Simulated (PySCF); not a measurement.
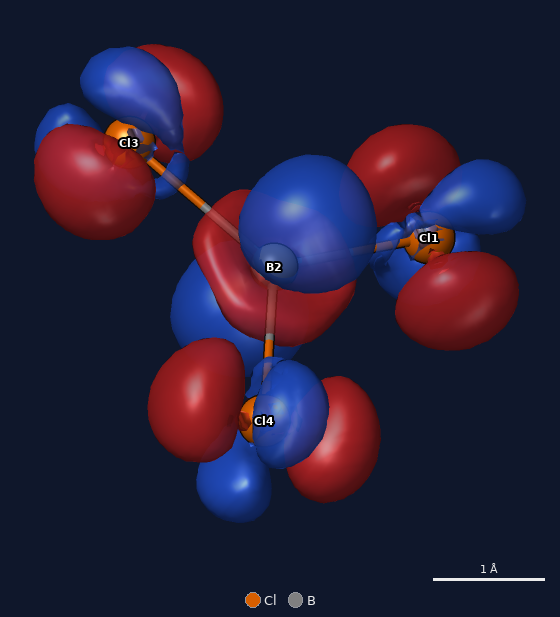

BCl$_{3}$, SMILES `ClB(Cl)Cl`. Dual descriptor f⁺ − f⁻ at ±0.05 e/Å³ (blue positive, red negative).

PySCF calculation, ωB97X/def2-SVP, gas phase; geometry: GFN2-xTB. No frequency check shows the geometry to be a minimum. GFN2-xTB bond lengths at metals and heavier atoms can be off by up to 0.1 Å and shapes distorted, which carries into these values.

Coordinates in Å:

```
Cl1     -1.7201   -0.1071    0.0000
B2       0.0001    0.0000    0.0000
Cl3      0.9528   -1.4361    0.0000
Cl4      0.7673    1.5432    0.0000
```

Which atoms come out as electrophilic, and which as nucleophilic?

Electrophilic (positive): B2 (+0.27). Nucleophilic (negative): Cl1, Cl3 and Cl4 (−0.09). f⁻ (Hirshfeld-condensed) is largest on Cl1, Cl3 and Cl4 (0.31 each); the vertical ionisation energy is 11.75 eV. f⁺ (Hirshfeld-condensed) is largest on B2 (0.33) and Cl1, Cl3 and Cl4 (0.22 each); the vertical electron affinity is −0.99 eV (the stability of the anion's solution wasn't checked; negative, but this basis has no diffuse functions, so it doesn't show that the anion is unbound).

Run time: 42 s on 1 thread of Intel(R) Xeon(R) Platinum 8259CL CPU @ 2.50GHz (Skylake/Cascade Lake) (shared host), peak memory 0.4 GiB.
